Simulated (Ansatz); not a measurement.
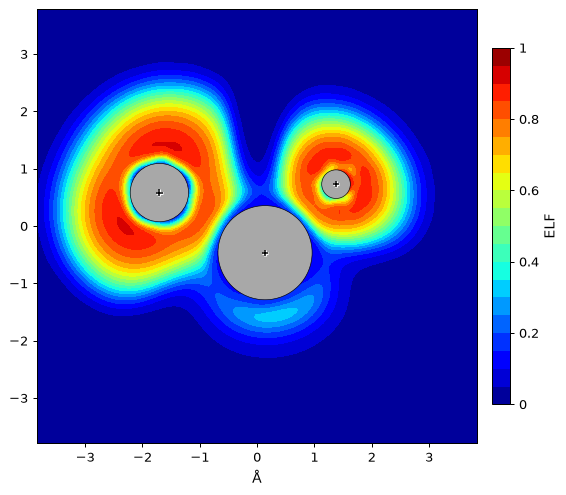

The electron localisation function on a plane through atoms (crosses mark nuclei in the plane; grey discs cover the cores).

The calculation used RKS PBE0-D4/def2-TZVPP (Ansatz).

Candidates:
A. CH7SbSi (SMILES [CH3][SbH][SiH3])
B. BrClFGeH (SMILES [F][GeH]([Cl])[Br])
C. C4H11Ga (SMILES C[C](C)(C)[GaH2])

Which candidate gave the map?

Candidate B: BrClFGeH on the plane of atoms F1, Ge2 and Cl3, which holds F, Ge and Cl. Ge–F (1.72 Å): the ELF peaks at about 0.80 in the valence shell of F, 0.5 Å from its nucleus, and is about 0.25 at the midpoint. Ge–Cl (2.12 Å): the ELF peaks at about 0.85 in the valence shell of Cl, 0.8 Å from its nucleus, and is about 0.70 at the midpoint.
